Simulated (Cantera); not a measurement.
Feed: 1 mol C3H6, 0.018 mol O2, 11 mol H2, equilibrated at 443 Torr.

Method: chemical equilibrium by Gibbs-energy minimisation in Cantera with the NASA 1993 tables (ideal gas, pure condensed phases). Candidate condensed phases: C, C6H6, C7H8, C8H18, H2O; 110 gas species. The numbers say what is thermodynamically allowed, not how fast it happens.

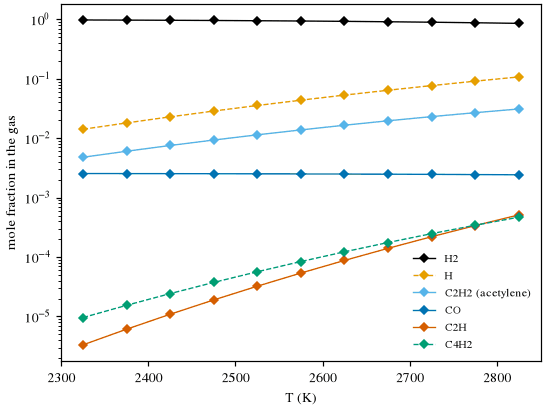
Fig. 1. Equilibrium gas composition (values under 1e-9 drawn at 1e-9)

Problem. Read off the mole fractions at 2725 K.

Solution. H2 about 0.90, H about 0.077, C2H2 (acetylene) about 0.023, CO about 0.0025, C4H2 about 0.00025, C2H about 0.00022.
